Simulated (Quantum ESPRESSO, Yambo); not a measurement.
# A GW chain in Yambo: ZrSe2 (1T monolayer), part 3 of 3

Aim: the G0W0 gap of ZrSe2 (1T monolayer) on PBE, step by step.

Quantum ESPRESSO 7.5 and Yambo 5.3.0; PBE and many-body steps on it, plane waves. Known limits of the many-body steps: not at the basis limit; no spin-orbit coupling.

So far. Step 3 (Bands along the symmetry lines): The gap is 0.530 eV, −0.021 eV from the run before at this level. Step 4 (Empty states on the mesh, 6×6×1 mesh, 124 bands): On this mesh the gap is 0.530 eV.

## Step 6: Screening and self-energy, 6×6×1 mesh, 124 bands, screening to 108.8 eV

Now the one-shot GW correction: screening in the RPA, then the self-energy of the levels asked for.

This step: G0W0 on PBE, plane waves, norm-conserving pseudopotentials.

File gw1.in:

```
HF_and_locXC
gw0
dyson
ppa
em1d
rim_cut
rim_w
RandQpts= 3000000
RandGvec= 100 RL
CUTGeo= "slab z"
RandGvecW= 9 RL
EXXRLvcs= 104 Ry
VXCRLvcs= 416 Ry
Chimod= "HARTREE"
% BndsRnXp
 1 | 124 |
%
NGsBlkXp= 8 Ry
% LongDrXp
 1 | 1 | 0 |
%
% GbndRnge
 1 | 124 |
%
DysSolver= "n"
ExtendOut
PPAPntXp= 27.21138 eV
% QPkrange
 1 | 1 | 29 | 32 |
 4 | 4 | 29 | 32 |
%
```

Launch:

```
$ OMP_NUM_THREADS=2 mpirun -n 4 yambo -F gw1.in -J gw1 -C gw1 > gw1.log
```

Output:

```text
 Yambo, version 5.3.0

 [02] CORE Variables Setup
 =========================

  [... cell, symmetries and grids as in the set-up ...]

  [02.05] Energies & Occupations
  ==============================

  [X] === General ===
  [X] Electronic Temperature                        :  0.000000  0.000000 [eV K]
  [X] Bosonic    Temperature                        :  0.000000  0.000000 [eV K]
  [X] Finite Temperature mode                       : no
  [X] El. density                                   :  0.29858E+24 [cm-3]
  [X] Fermi Level                                   :  0.171324 [eV]

  [X] === Gaps and Widths ===
  [X] Conduction Band Min                           :  0.529598 [eV]
  [X] Valence Band Max                              :  0.000000 [eV]
  [X] Filled Bands                                  :  30
  [X] Empty Bands                                   :   31  124
  [X] Direct Gap                                    :  1.128932 [eV]
  [X] Direct Gap localized at k                     :  1
  [X] Indirect Gap                                  :  0.529598 [eV]
  [X] Indirect Gap between kpts                     :   1   4
  [X] Last valence band width                       :  1.924907 [eV]
  [X] 1st conduction band width                     :  1.311309 [eV]

 [03] Transferred momenta grid and indexing
 ==========================================

 IBZ Q-points                                      :   7
 BZ  Q-points                                      :   36

 K/Q-points units:
 rlu = crystal or reduced units; cc = cartesian coordinates; iku = interal k-units

 Q [1]          [rlu]:  0.000000  0.000000  0.000000
 Q [2]          [rlu]:  0.12861E-16  0.16667       0.0000
 Q [3]          [rlu]:  0.25723E-16  0.33333       0.0000
 Q [4]          [rlu]: -0.38584E-16 -0.50000       0.0000
 Q [5]          [rlu]:  0.166667  0.166667  0.000000
 Q [6]          [rlu]:  0.166667  0.333333  0.000000
 Q [7]          [rlu]:  0.333333  0.333333  0.000000

 [04] Coloumb potential Random Integration (RIM)
 ===============================================

 Performing RIM of v_slab

  [04.01] RIM initialization
  ==========================

  * Diagonal components only detected *

  8 x (sBL volume)        :  0.040647 [a.u.]
  sBZ random points       :  3000000
  Points outside the sBZ  :  24000829
  RL volume               :  0.182913 [a.u.]
  Integrated volume       :  0.182907 [a.u.]

  [04.02] RIM integrals
  =====================

  Gamma point sphere radius             :  0.039453 [a.u.]
  Points outside the sphere             :  2398884
  [Int_sBZ(q=0) 1/q^2]*(Vol_sBZ)^(-1/3) =:  7.536990
                                 should be <:  7.795600

  Summary of Coulomb integrals for non-metallic bands |Q|[au] RIM/Bare

  Q [1] 0.100000E-4 0.966826 * Q [2] 0.168026 1.021051
  Q [5] 0.291029 1.030874 * Q [3] 0.336051 1.027353
  Q [6] 0.444554 1.018655 * Q [4] 0.504077 1.015088
  Q [7] 0.582058 1.011472
  Non-periodic chartesian directions : none
  Optical renormalization            :  30.23562 [au]
  Polarizability dimension           : length

 [05] Coloumb potential CutOffslab
 =================================

 Cut directionsZ
 Slab Cutoff:Z
 Symmetry test passed : yes

 [06] Dipoles
 ============

  [06.01] Setup: observables and procedures
  =========================================

  [WARNING] [x,Vnl] slows the Dipoles computation. To neglect it rename the ns.kb_pp file

 [07] Dynamic Dielectric Matrix (PPA)
 ====================================

 [WR./gw1//ndb.pp]---------------------------------------------------------------
  Brillouin Zone Q/K grids (IBZ/BZ)                :    7   36    7   36
  RL vectors                                       :  28483 [WF]
  Coulomb cutoff potential                         : slab z
  Electronic Temperature                           :  0.000000 [K]
  Bosonic    Temperature                           :  0.000000 [K]
  PPA    diel. fun.  energies                      : Perdew, Burke & Ernzerhof(X)+Perdew, Burke & Ernzerhof(C)
  wavefunctions                                    : Perdew, Burke & Ernzerhof(X)+Perdew, Burke & Ernzerhof(C)
  Global Gauge                                     : length
  X matrix size                                    :   549
  X band range                                     :    1  124
  X e/h energy range                               : -1.000000 -1.000000 [eV]
  X Time ordering                                  : R
  X Hxc Kernel                                     : HARTREE
  X Drude frequency                                :  0.000000  0.000000
  X poles                                          :  100.0000 [o/o]
  RL vectors in the sum                            :  28483
  [r,Vnl] included                                 : yes
  Field direction                                  :  0.707107E-5  0.707107E-5   0.00000
  BZ energy Double Grid                            : no
  BZ energy DbGd points                            : 0
  BZ Q point size factor                           : -1.000000
  X Optical Averaged directions                    : none

 [08] Local Exchange-Correlation + Non-Local Fock
 ================================================

 [VXC] Plane waves :  194387
 [EXS] Plane waves :  24321

 QP @ state[ 1 ] K range:  1  1
 QP @ state[ 1 ] b range:   29   32
 QP @ state[ 2 ] K range:   4   4
 QP @ state[ 2 ] b range:   29   32

 [xc] Functional : Perdew, Burke & Ernzerhof(X)+Perdew, Burke & Ernzerhof(C)
 [xc] LIBXC used to calculate xc functional
  PP Number of Atomic Species                      :  2
  NLCC RL compoments                               :  194387
  PP Number of Atomic Species                      :  2
  NLCC RL compoments                               :  194387

 [xc] E_xc :  -56.40697 [Ha]
      E_xc :  -112.8139 [Ry]

  Local XC kind (lXC) : Perdew, Burke & Ernzerhof(X)+Perdew, Burke & Ernzerhof(C)
  Non-Local XC kind (nlXC) : Hartree-Fock

  Corrections @ K [1] :  [eV]
 <29|nlXC|29> = -16.42385  0.62019E-17 <29|lXC|29> = -14.68465  0.000000
 <30|nlXC|30> = -16.42391  0.34160E-17 <30|lXC|30> = -14.68466  0.000000
 <31|nlXC|31> = -8.699764 -0.30142E-17 <31|lXC|31> = -13.95999  0.23602E-16
 <32|nlXC|32> = -8.699778 -0.55355E-18 <32|lXC|32> = -13.96001  0.75527E-15

  Corrections @ K [4] :  [eV]
 <29|nlXC|29> = -16.02240 -0.75233E-17 <29|lXC|29> = -13.31444  0.23602E-16
 <30|nlXC|30> = -16.35358 -0.43830E-17 <30|lXC|30> = -13.97028  0.000000
 <31|nlXC|31> = -8.664409  0.77750E-18 <31|lXC|31> = -13.12646 -0.18882E-15
 <32|nlXC|32> = -8.625415 -0.34824E-18 <32|lXC|32> = -15.14308  0.000000

 [09] Dyson equation: Newton solver
 ==================================

  [09.01] RIM-W interpolation
  ===========================

  [WARNING] RIM-W works only for 2D semiconductors with slab cutoff
  Found compatible q grid: 2D
  q_min[ 1 ]:  0.16667      0.53632E-12   0.0000     [rlu]
   0.166667  0.083333  0.000000 [iku]
  q_min[ 2 ]:  0.12861E-16  0.16667       0.0000     [rlu]
  -0.10107E-10  0.16667       0.0000     [iku]
  G-vectors :   9
  G-vectors loaded:   63
  Number of interpolated frequencies:  2

  Evaluating coefficients q = 0
  Evaluating coefficients q = 0

  [09.02] RIM-W integrals
  =======================

  8 x (sBL volume)        :  0.040647 [a.u.]
  sBZ random points       :  3000000
  Points outside the sBZ  :  24000829
  RL volume               :  0.182913 [a.u.]
  Integrated volume       :  0.182907 [a.u.]

  [09.03] RIM integrals
  =====================

  Comparison between head Wc = W - v averages: < Wc > [au] RIM-W/RIM

   < -Wc [Q = 1] > 0.395268E-1 0.767427E-4 * < -Wc [Q = 2] > 0.005158 0.004982
   < -Wc [Q = 3] > 0.941796E-3 0.923164E-3 * < -Wc [Q = 4] > 0.323038E-3 0.319714E-3
   < -Wc [Q = 5] > 0.001369 0.001337 * < -Wc [Q = 6] > 0.454279E-3 0.449119E-3
   < -Wc [Q = 7] > 0.218715E-3 0.217211E-3

  Comparison between head Wc = W - v averages: < Wc > [au] RIM-W/RIM

   < -Wc [G = 1,G`=0] > 0.395268E-1 0.767427E-4 * < -Wc [G = 2,G`=0] >-0.002048 0.000000
   < -Wc [G = 3,G`=0] >-0.002048 0.000000 * < -Wc [G = 4,G`=0] > 0.116794E-4  0.00000
   < -Wc [G = 5,G`=0] > 0.116978E-4  0.00000 * < -Wc [G = 6,G`=0] > 0.139173E-3  0.00000
   < -Wc [G = 7,G`=0] > 0.139138E-3  0.00000 * < -Wc [G = 8,G`=0] >-0.281886E-4  0.00000
   < -Wc [G = 9,G`=0] >-0.281831E-4  0.00000

 [10] G0W0 (W PPA)
 =================

 [  GW  ] Bands range     :    1  124
 [GW/PPA] G damping       :  0.100000 [eV]

 QP @ state[ 1 ] K range:  1  1
 QP @ state[ 1 ] b range:   29   32
 QP @ state[ 2 ] K range:   4   4
 QP @ state[ 2 ] b range:   29   32

  Sc/G bands                                       :    1  124
  Sc/G damping                                     :  0.100000 ev
  Sc bands terminator                              : no
  Sx RL components                                 :  24321

  QP @ state[ 1 ] K range                          :  1  1
  QP @ state[ 1 ] b range                          :   29   32
  QP @ state[ 2 ] K range                          :   4   4
  QP @ state[ 2 ] b range                          :   29   32
  GF energies kind                                 : Perdew, Burke & Ernzerhof(X)+Perdew, Burke & Ernzerhof(C)
  GF WF`s kind                                     : Perdew, Burke & Ernzerhof(X)+Perdew, Burke & Ernzerhof(C)
  Xs energies kind                                 : Perdew, Burke & Ernzerhof(X)+Perdew, Burke & Ernzerhof(C)
  Xs WF`s kind                                     : Perdew, Burke & Ernzerhof(X)+Perdew, Burke & Ernzerhof(C)

 [14] Game Over & Game summary
```

Wall time 3.8 min (4 MPI ranks of Intel Xeon 6975P-C (Granite Rapids), shared host); peak memory 5.5 GiB.

This step gave:

- G0W0 gap on the points computed: 1.504 eV
- starting gap on the mesh: 0.5296 eV
- k of the valence top: 0, 0, 0
- k of the conduction bottom: 0, -0.5, 0
- least direct G0W0 gap on the computed points: 2.265 eV
- Z at the valence top: 0.7311
- Z at the conduction bottom: 0.7264

The gap on the mesh goes from 0.53 eV to 1.50 eV, a correction of +0.97 eV. The start differs from the 0.55 eV found before because the two sample other k points.

Limits: finite bands, cutoff and mesh; no spin-orbit coupling. v1 is the top filled band, c1 the lowest empty one. Levels before and after the correction, in eV, zero at the valence-band top of each column:

```csv
,conduction bottom,valence top
Kohn-Sham,0.53,0.00
G0W0,1.50,0.00
```

```csv
,level,energy (eV)
Kohn-Sham,Γ v2-v1,0.000
Kohn-Sham,Γ c1-c2,1.129
Kohn-Sham,(0 -0.5 0) v2,-1.453
Kohn-Sham,(0 -0.5 0) v1,-1.047
Kohn-Sham,(0 -0.5 0) c1,0.530
Kohn-Sham,(0 -0.5 0) c2,2.573
G0W0,Γ v2-v1,0.000
G0W0,Γ c1-c2,2.265
G0W0,(0 -0.5 0) v2,-1.706
G0W0,(0 -0.5 0) v1,-1.203
G0W0,(0 -0.5 0) c1,1.504
G0W0,(0 -0.5 0) c2,3.906
```

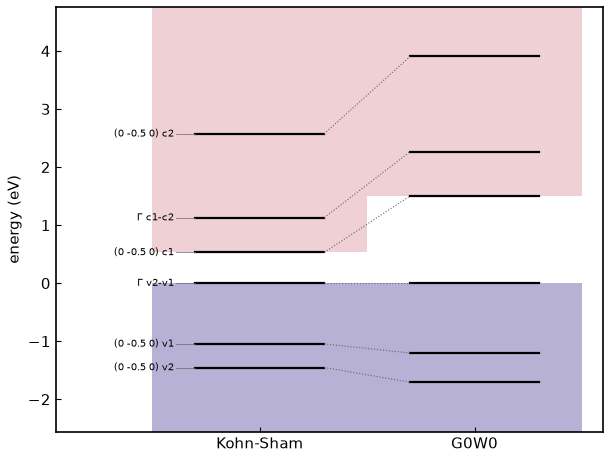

Levels before and after the correction. Shaded: valence and conduction bands.

## Step 7: Where the time went

Times are wall times on the hardware named with each run, good to a factor of about two.

```csv
step,time,share,memory (GiB)
ground state,34 s,11 %,1.8
bands along the symmetry lines,16 s,5 %,1.5
empty states on the mesh,23 s,8 %,1.6
conversion and set-up,3.4 s,1 %,0.27
screening and self-energy,3.8 min,75 %,5.5
```

## Step 8: What came out

| Property | Result |
| --- | --- |
| PBE gap | 0.53 eV, indirect |
| G0W0 gap on the mesh | 1.50 eV |
| GW settings | 6×6×1 mesh, 124 bands, screening to 108.8 eV, Godby-Needs plasmon pole |
| known limits | not at the basis limit; no spin-orbit coupling |

In words: G0W0 moves the gap on the mesh from 0.53 eV to 1.50 eV (+0.97 eV), with Z of 0.73 and 0.73 at the edges. Only 2 of the mesh's irreducible points were corrected, so a valley elsewhere could overtake. The dearest step here is «screening and self-energy». Bands and cutoff are finite, so the gap is not at the basis limit. The miss can reach some tenths of an eV and take either sign; the mesh is an error of its own. In the G0W0 run levels were corrected at 2 k points alone, so a gap called «on the mesh» is the least over those, and an edge elsewhere would be missed. The many-body steps are scalar-relativistic: spin-orbit coupling is not in them.

[Paths, hosts, dates, memory and timing lines, banners, echoed tables and standing remarks are left out of the program output.]

[Logs are printed without paths, hosts, clocks, repeated set-up lines and the standing remarks that a program may print on its own settings, such as how far it seeks lower states.]

[Runs of the session that timed out or met a known fault of the program may be left out.]

[Hosts, paths, dates, database ids (printed as entryN), source tags and the programs' standing remarks are cut or masked in the printed files.]
